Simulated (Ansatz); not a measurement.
# CuH₉N₃ (charge +1): what the fields show

```yaml
atoms:
  - { symbol: Cu, position_ang: [-0.0044, -0.0026, -0.0029] }
  - { symbol: N, position_ang: [2.0369, -0.0081, -0.0131] }
  - { symbol: H, position_ang: [2.4654, -0.9451, -0.0496] }
  - { symbol: H, position_ang: [2.4431, 0.4416, 0.8219] }
  - { symbol: H, position_ang: [2.4377, 0.5031, -0.8145] }
  - { symbol: N, position_ang: [-1.0085, 1.7736, -0.0027] }
  - { symbol: H, position_ang: [-1.5859, 1.9070, 0.8418] }
  - { symbol: H, position_ang: [-1.6649, 1.8656, -0.7932] }
  - { symbol: H, position_ang: [-0.4072, 2.6095, -0.0528] }
  - { symbol: N, position_ang: [-1.0289, -1.7658, 0.0132] }
  - { symbol: H, position_ang: [-2.0550, -1.6683, -0.0092] }
  - { symbol: H, position_ang: [-0.8304, -2.3372, 0.8490] }
  - { symbol: H, position_ang: [-0.7979, -2.3733, -0.7880] }
```

Geometry: PBE-D4/def2-SVP; not at a stationary point (largest force 0.9 eV/Å).

These are results of Ansatz 0.2.0, RKS PBE0-D4/def2-TZVP, not measurements.

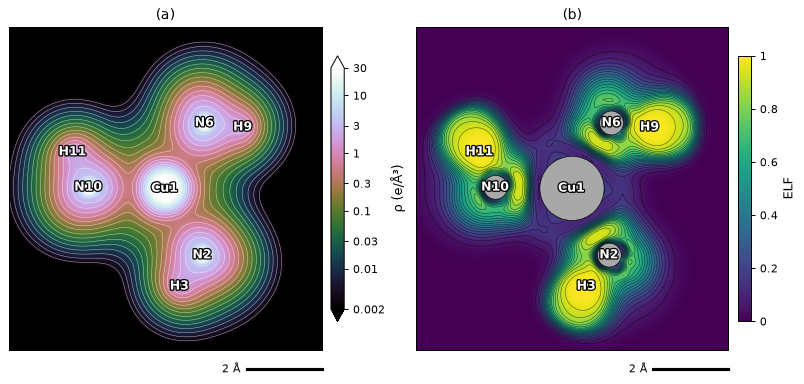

Figure 1. (a) electron density; (b) ELF on the plane of atoms Cu1, N10 and H11. Grey discs cover the atomic cores in the ELF map.

Read the bonding off the picture.

- The section cuts through Cu, N and H sites.
- Cu–N (2.04 Å): ρ at the midpoint is about 0.53 e/Å³; the ELF peaks at about 0.95 in the valence shell of N, 0.6 Å from its nucleus, and is about 0.20 at the midpoint.
- N–H (1.03 Å): ρ is about 2.8 e/Å³ halfway; the ELF climbs to about 1 towards the hydrogen, as it does in any bond to H; an ordinary covalent bond to hydrogen.

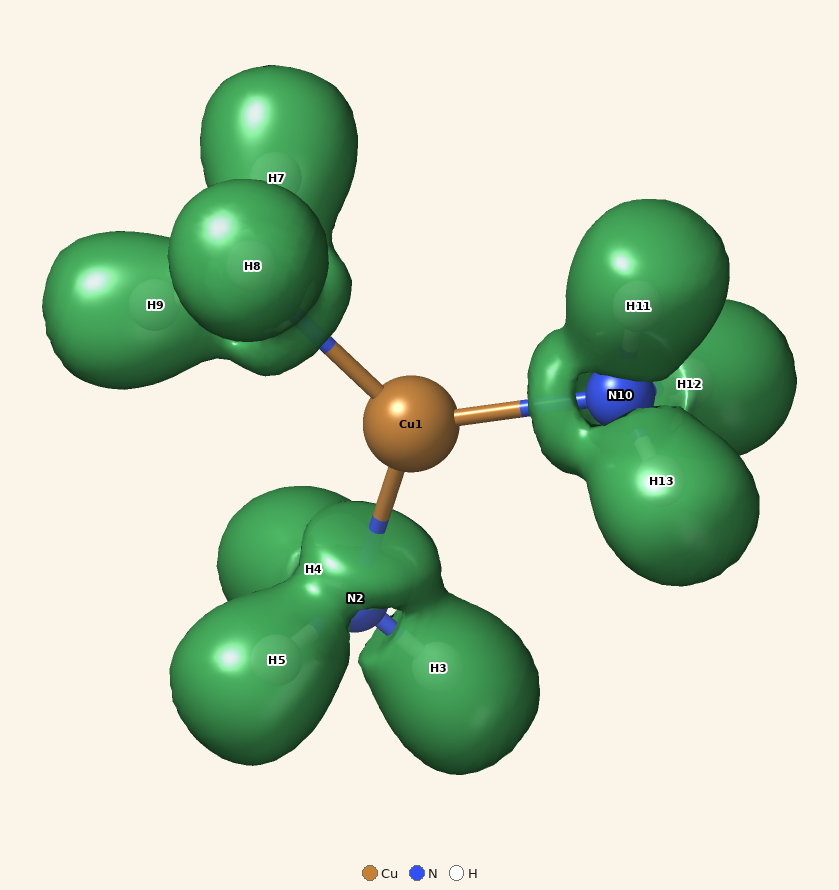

Figure 2. Isosurface of the ELF at 0.75 (green), seen at a tilt. Core shells and regions of very low density are left out.

Identify the bonds, lone pairs and shells in this picture.

At this value the surface marks out three joined regions spread over several atoms (H, N), in which their bonds and any lone pairs are merged.

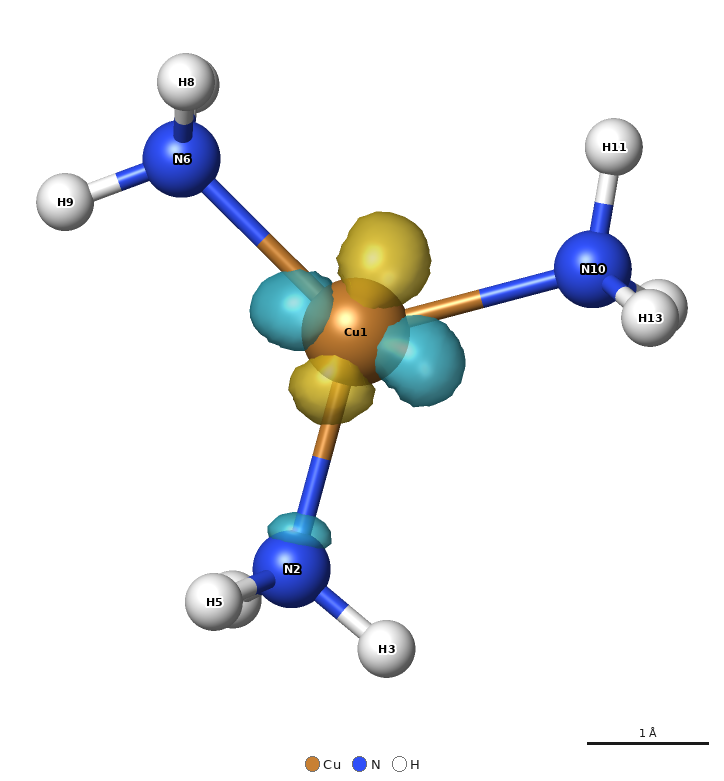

Figure 3. The HOMO at ±0.3 Å⁻³ᐟ² (yellow and cyan are the two phases), seen across its widest extent.

What is the character of this orbital?

Its weight (Hirshfeld) is mainly on Cu1 (about 85 %). It is one of a degenerate set, so its orientation is arbitrary. Its energy is −10.18 eV.

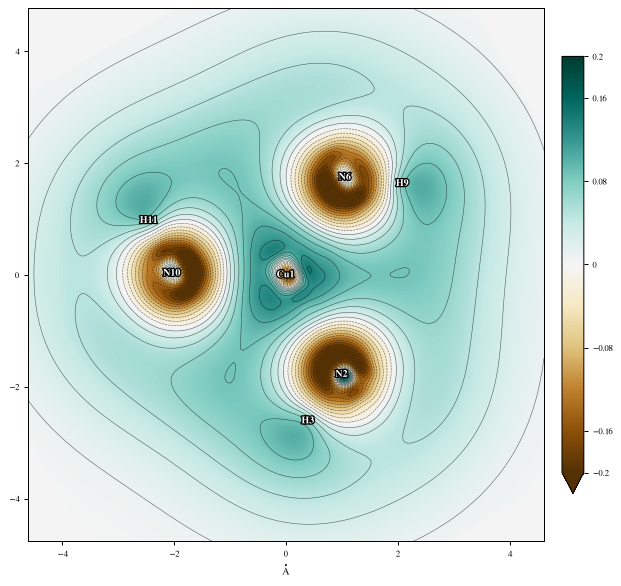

Figure 4. The LUMO on the plane of atoms Cu1, N10 and H11 (values in Å⁻³ᐟ²; the overall sign is arbitrary).

Where does this orbital lie, and at what energy?

Its weight (Hirshfeld) is mainly on Cu1 (about 35 %), N2 (about 5 %), N6 (about 5 %) and N10 (about 5 %). Its energy is −4.27 eV.
